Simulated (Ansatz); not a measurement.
H7NSi2

Input file:

```
crystal:
  periodic: [false, false, false]
  atoms:
    - {symbol: Si, position_ang: [-1.074962, -0.979779, -0.200188]}
    - {symbol: N, position_ang: [0.935280, -1.274275, -0.060850]}
    - {symbol: H, position_ang: [1.114748, -2.198134, 0.318823]}
    - {symbol: H, position_ang: [-1.125315, -0.942041, 1.324782]}
    - {symbol: Si, position_ang: [-0.727360, 1.372783, -0.237159]}
    - {symbol: H, position_ang: [1.388654, -0.584737, 0.532835]}
    - {symbol: H, position_ang: [1.362540, -1.231303, -0.980254]}
    - {symbol: H, position_ang: [0.510044, 1.763430, 0.530707]}
    - {symbol: H, position_ang: [-0.519153, 1.951754, -1.600170]}
    - {symbol: H, position_ang: [-1.864475, 2.122301, 0.371473]}
basis:
  gaussian: {orbitals: def2-TZVPP}
hamiltonian: {xc: pbe0, dispersion: d4}
output: {orbitals: {seedname: orbitals}}
```

Launched as:

```sh
ansatz run in.yaml --threads 2 --pin off --events-out ev --progress --plain --max-ram 4352MiB
```

The product side of a reaction path; geometry: PBE0-D4/def2-TZVP.

All numbers below come from RKS PBE0-D4/def2-TZVPP (Ansatz 0.2.0).

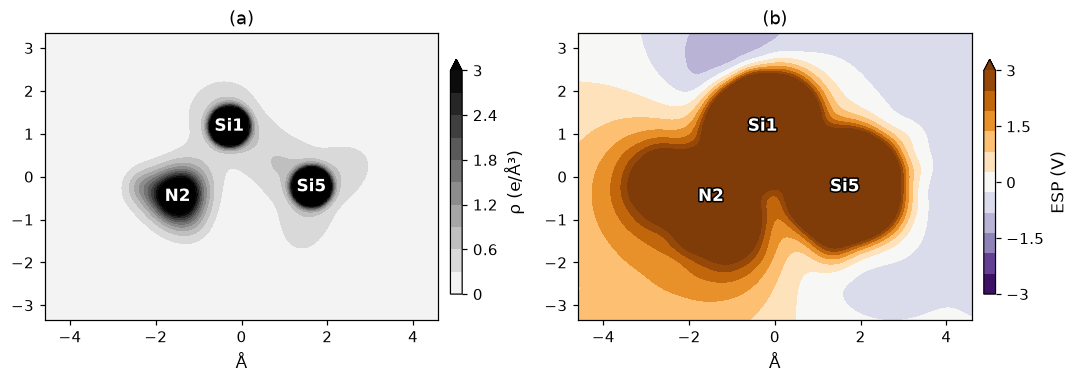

Figure 1. (a) total electron density; (b) molecular electrostatic potential on the plane of atoms N2, Si1 and Si5.

Describe what can be read from this map.

Answer. The section cuts through Si and N sites. Si–N (2.04 Å): ρ is about 0.57 e/Å³ halfway, with its minimum of 0.46 e/Å³ about 0.8 Å from Si. Si–Si (2.38 Å): ρ is about 0.59 e/Å³ halfway. Outside the dense part of the molecule the potential is most negative (−1.2 V) near H4, which lies off the plane.

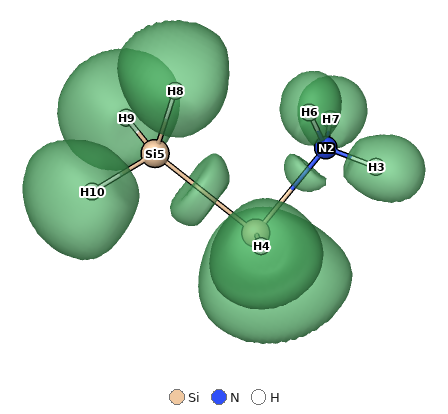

Figure 2. Isosurface of the ELF at 0.85 (green), seen at a tilt. Only the valence region is drawn (cores and ρ < 0.01 e/Å³ removed).

Describe the localisation domains.

Answer. At this value the surface marks out one region between bonded N–Si atoms (shared pairs), one region between bonded Si–Si atoms (shared pairs), seven regions around hydrogen nuclei and one lobe on Si, pointing away from the bonds (lone pairs).


Si–N (2.04 Å): the ELF peaks at about 0.95 between the atoms; a polar covalent bond. Si–Si (2.38 Å): the ELF peaks at about 1 between the atoms; a covalent bond.

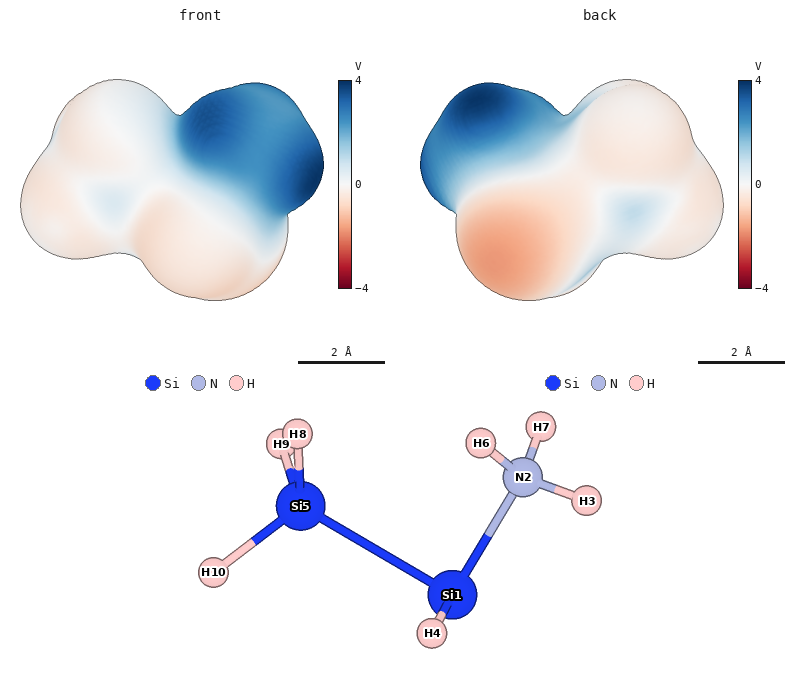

Figure 3. The electrostatic potential painted on the density surface at 0.004 e/bohr³, seen from the front and from behind; the colour scale runs from red (negative) to blue (positive). The bare structure is drawn below in the same view.

Describe the electrostatic potential map.

Answer. The most negative region (about −1.7 V, or −39 kcal/mol for a unit charge) lies over H4, the most positive (about +3.8 V, or +88 kcal/mol for a unit charge) over H3 and H7.
